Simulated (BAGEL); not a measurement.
**PBE0/def2-SVP (density fitting with qzvpp-jkfit) run of TiH4O4 (SMILES O[Ti](O)(O)O)**

Aim: the energy change on altering one bond length of TiH4O4 at PBE0/def2-SVP (density fitting with qzvpp-jkfit), from 2 runs. 

The results are computed with BAGEL 1.2.2.

### Step 1. The structure to begin with

TiH4O4: 9 atoms, total charge 0, spin state singlet. As SMILES, `O[Ti](O)(O)O`. The coordinates come from a PBE0-D4/def2-TZVP relaxation. This is one conformer, not always the lowest.

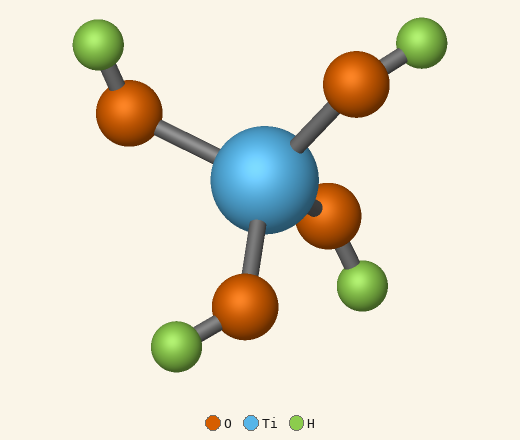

The structure, seen from a chosen angle (oxygen orange, titanium blue, hydrogen green).

### Step 2. A single-point energy at PBE0/def2-SVP (density fitting with qzvpp-jkfit)

Contents of input.json:

```json
{ "bagel" : [

{
  "title" : "molecule",
  "basis" : "svp",
  "df_basis" : "qzvpp-jkfit",
  "angstrom" : "true",
  "geometry" : [
    { "atom" : "O", "xyz" : [   -0.125250,    1.268390,   -1.272730 ] },
    { "atom" : "Ti", "xyz" : [    0.000070,    0.000090,   -0.000050 ] },
    { "atom" : "O", "xyz" : [    1.651710,   -0.715310,   -0.066120 ] },
    { "atom" : "O", "xyz" : [   -1.235630,   -1.279200,   -0.283830 ] },
    { "atom" : "O", "xyz" : [   -0.290490,    0.726280,    1.622320 ] },
    { "atom" : "H", "xyz" : [   -0.813470,    1.413950,   -1.922910 ] },
    { "atom" : "H", "xyz" : [    2.270980,   -0.885970,    0.644480 ] },
    { "atom" : "H", "xyz" : [   -1.123140,   -2.176250,   -0.600550 ] },
    { "atom" : "H", "xyz" : [   -0.334770,    1.648010,    1.879390 ] }
  ]
},
{
  "title" : "ks",
  "xc_func" : "pbe0"
},
{
  "title" : "print",
  "file" : "orbitals.molden",
  "orbitals" : "true"
}

]}
```

Run with:

```console
$ BAGEL_NUM_THREADS=1 BAGEL input.json > input.out
```

The program printed:

```text
* using 1 threads per process

  ===============================================================
  ===============================================================

  *** Geometry ***

  { "atom" : "O", "xyz" : [     -0.236688,      2.396910,     -2.405111 ] },
  { "atom" : "Ti", "xyz" : [      0.000132,      0.000170,     -0.000094 ] },
  { "atom" : "O", "xyz" : [      3.121280,     -1.351740,     -0.124949 ] },
  { "atom" : "O", "xyz" : [     -2.335002,     -2.417338,     -0.536361 ] },
  { "atom" : "O", "xyz" : [     -0.548947,      1.372470,      3.065740 ] },
  { "atom" : "H", "xyz" : [     -1.537236,      2.671978,     -3.633773 ] },
  { "atom" : "H", "xyz" : [      4.291530,     -1.674241,      1.217891 ] },
  { "atom" : "H", "xyz" : [     -2.122427,     -4.112516,     -1.134875 ] },
  { "atom" : "H", "xyz" : [     -0.632624,      3.114288,      3.551532 ] },

  Number of auxiliary basis functions:      644

  Since a DF basis is specified, we compute 2- and 3-index integrals:
    o Being stored without compression. Storage requirement is 0.059 GB

  Number of basis functions:      107
  Number of electrons      :       58

    * METHOD: MOLECULE                             0.53

  *** Kohn-Sham DFT ***

    * Removing 16671 points whose weight is below 1.00e-10
    * Grid points: 117483

  === Nuclear Repulsion ===
   327.3350931368

       - DIIS with orbital gradients will be used.

  === KS iteration (pbe0 / svp) ===
      0      -1043.80013396          0.17524267           0.85
      1      -1088.87885960          0.17053344           0.80
      2      -1037.46584791          0.18595913           0.72
      3      -1148.04950005          0.06290800           0.78
      4      -1150.84585481          0.03866534           0.74
      5      -1152.09329038          0.00588892           0.76
      6      -1152.11037533          0.00257888           0.74
      7      -1152.11417292          0.00168047           0.73
      8      -1152.11645363          0.00017183           0.72
      9      -1152.11646786          0.00009335           0.68
     10      -1152.11647406          0.00001425           0.71
     11      -1152.11647420          0.00000667           0.72
     12      -1152.11647423          0.00000079           0.68
     13      -1152.11647423          0.00000114           0.67
     14      -1152.11647423          0.00000010           0.70
     15      -1152.11647423          0.00000011           0.69
     16      -1152.11647423          0.00000006           0.68
     17      -1152.11647423          0.00000001           0.72
    * SCF iteration converged.

    * Permanent dipole moment:
           (    0.000547,     0.000010,    -0.000624) a.u.

    * METHOD: KS                                  14.05

    * METHOD: PRINT                                0.04

  ===============================================================
```

Wall time 15 s (1 thread of AMD EPYC 7R43 (Zen 3), shared host); peak memory 0.61 GiB.

### Step 3. The distorted shape

Contents of input.json:

```json
{ "bagel": [

{
  "title": "molecule",
  "basis": "svp",
  "df_basis": "qzvpp-jkfit",
  "angstrom": "true",
  "geometry": [
    { "atom": "O", "xyz": [      -0.187912,       1.902563,      -1.909093 ] },
    { "atom": "Ti", "xyz": [       0.000070,       0.000090,      -0.000050 ] },
    { "atom": "O", "xyz": [       1.651710,      -0.715310,      -0.066120 ] },
    { "atom": "O", "xyz": [      -1.235630,      -1.279200,      -0.283830 ] },
    { "atom": "O", "xyz": [      -0.290490,       0.726280,       1.622320 ] },
    { "atom": "H", "xyz": [      -0.876132,       2.048123,      -2.559273 ] },
    { "atom": "H", "xyz": [       2.270980,      -0.885970,       0.644480 ] },
    { "atom": "H", "xyz": [      -1.123140,      -2.176250,      -0.600550 ] },
    { "atom": "H", "xyz": [      -0.334770,       1.648010,       1.879390 ] }
  ]
},

{ "title": "ks", "xc_func": "pbe0" },

{ "title": "print", "file": "orbitals.molden", "orbitals": "true" }

]}
```

Run with:

```console
$ BAGEL_NUM_THREADS=1 BAGEL input.json > input.out
```

The program printed:

```text
* using 1 threads per process

  ===============================================================
  ===============================================================

  *** Geometry ***

  { "atom" : "O", "xyz" : [     -0.355102,      3.595323,     -3.607663 ] },
  { "atom" : "Ti", "xyz" : [      0.000132,      0.000170,     -0.000094 ] },
  { "atom" : "O", "xyz" : [      3.121280,     -1.351740,     -0.124949 ] },
  { "atom" : "O", "xyz" : [     -2.335002,     -2.417338,     -0.536361 ] },
  { "atom" : "O", "xyz" : [     -0.548947,      1.372470,      3.065740 ] },
  { "atom" : "H", "xyz" : [     -1.655650,      3.870392,     -4.836325 ] },
  { "atom" : "H", "xyz" : [      4.291530,     -1.674241,      1.217891 ] },
  { "atom" : "H", "xyz" : [     -2.122427,     -4.112516,     -1.134875 ] },
  { "atom" : "H", "xyz" : [     -0.632624,      3.114288,      3.551532 ] },

  Number of auxiliary basis functions:      644

  Since a DF basis is specified, we compute 2- and 3-index integrals:
    o Being stored without compression. Storage requirement is 0.059 GB

  Number of basis functions:      107
  Number of electrons      :       58

    * METHOD: MOLECULE                             0.58

  *** Kohn-Sham DFT ***

    * Removing 15600 points whose weight is below 1.00e-10
    * Grid points: 118554

  === Nuclear Repulsion ===
   300.3927873006

       - DIIS with orbital gradients will be used.

  === KS iteration (pbe0 / svp) ===
      0      -1068.60824897          0.15895884           0.94
      1       -922.38122262          0.15150627           0.88
      2      -1035.89996785          0.12057399           0.84
      3      -1129.03595857          0.05111830           0.87
      4      -1095.74318712          0.16334961           0.87
      5      -1114.88935127          0.11000051           1.01
      6      -1138.47975438          0.08508394           0.91
      7      -1109.93567129          0.09424393           0.95
      8      -1134.30970900          0.10956925           0.93
      9      -1118.60581994          0.09657230           0.93
     10      -1139.70063508          0.07879630           0.94
     11      -1150.87326491          0.03125145           0.98
     12      -1151.67057506          0.02109031           1.01
     13      -1151.11358004          0.03558516           1.18
     14      -1151.83945327          0.01178077           1.08
     15      -1151.95411383          0.00717682           1.21
     16      -1151.84625087          0.01349764           0.95
     17      -1151.98114709          0.00386738           0.84
     18      -1151.99262124          0.00136822           0.84
     19      -1151.99384045          0.00059855           0.89
     20      -1151.99371864          0.00074181           0.87
     21      -1151.99412394          0.00010338           0.80
     22      -1151.99413032          0.00005459           0.73
     23      -1151.99413346          0.00001353           0.74
     24      -1151.99413393          0.00000618           0.73
     25      -1151.99413403          0.00000297           0.71
     26      -1151.99413407          0.00000231           0.68
     27      -1151.99413408          0.00000245           0.68
     28      -1151.99413408          0.00000148           0.72
     29      -1151.99413408          0.00000116           0.69
     30      -1151.99413409          0.00000051           0.69
     31      -1151.99413409          0.00000015           0.73
     32      -1151.99413409          0.00000010           0.72
     33      -1151.99413409          0.00000010           0.71
     34      -1151.99413409          0.00000007           0.71
     35      -1151.99413409          0.00000004           0.71
     36      -1151.99413409          0.00000004           0.69
     37      -1151.99413409          0.00000002           0.73
     38      -1151.99413409          0.00000001           0.71
    * SCF iteration converged.

    * Permanent dipole moment:
           (   -0.237962,     1.046137,    -1.131710) a.u.

    * METHOD: KS                                  33.84

    * METHOD: PRINT                                0.05

  ===============================================================
```

It took 35 s on 1 thread of AMD EPYC 7R43 (Zen 3), shared host; peak memory 0.61 GiB.

### Step 4. What came out

At PBE0/def2-SVP (density fitting with qzvpp-jkfit):

| quantity | value |
| --- | --- |
| first shape: total energy | -1152.11647 Eh |
| first shape: dipole moment | 0.00 D |
| first shape: HOMO energy | -8.58 eV |
| first shape: LUMO energy | -0.87 eV |
| first shape: HOMO–LUMO gap | 7.72 eV |
| distorted shape: total energy | -1151.99413 Eh |
| distorted shape: dipole moment | 3.96 D |
| distorted shape: HOMO energy | -5.78 eV |
| distorted shape: LUMO energy | -2.53 eV |
| distorted shape: HOMO–LUMO gap | 3.24 eV |
| energy change with the O1–Ti2 bond stretched from 1.801 to 2.702 Å | 3.329 eV |

What this shows: With the O1–Ti2 bond stretched from 1.801 to 2.702 Å the energy rises by 3.33 eV (77 kcal/mol). The first shape isn't relaxed at this level, so the change isn't measured from a minimum. A restricted reference can't describe the breaking bond well at this length.
